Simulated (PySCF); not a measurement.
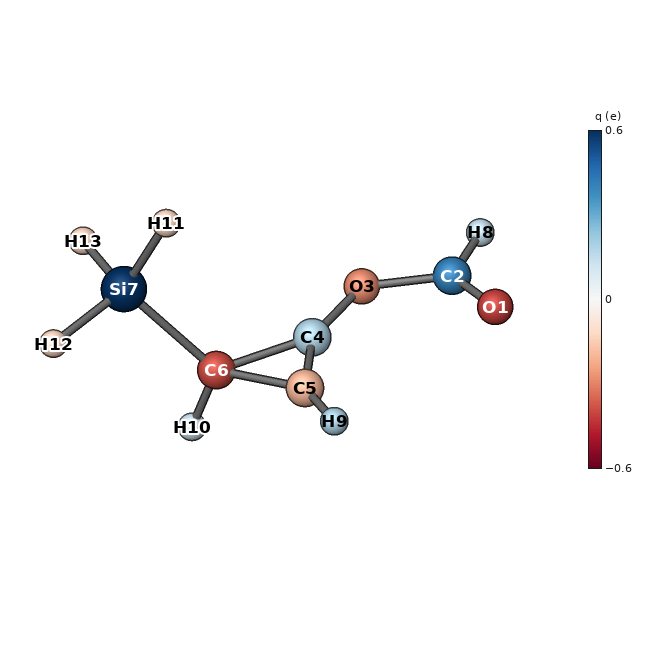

Atoms are coloured by their IAO charges. Computed geometry: GFN2-xTB optimisation. No frequency run is at hand to confirm it as a minimum. Method: PBE0/pcSseg-1, gas phase (PySCF 2.14.0).

Question: Which atom carries the highest charge (most positive or least negative)?

Answer: Si7 (0.59 e).

Question: And the lowest?

Answer: O1 (−0.41 e).

Give the IAO charges atom by atom.

| atom | value (e) |
| --- | --- |
| O1 | −0.41 |
| C2 | 0.41 |
| O3 | −0.28 |
| C4 | 0.18 |
| C5 | −0.19 |
| C6 | −0.39 |
| Si7 | 0.59 |
| H8 | 0.14 |
| H9 | 0.19 |
| H10 | 0.12 |
| H11 | −0.12 |
| H12 | −0.12 |
| H13 | −0.12 |

The geometry is semi-empirical. Around Si such bond lengths and angles can be off by a tenth of an ångström or more and by several degrees, and values that hang on the shape move with them.
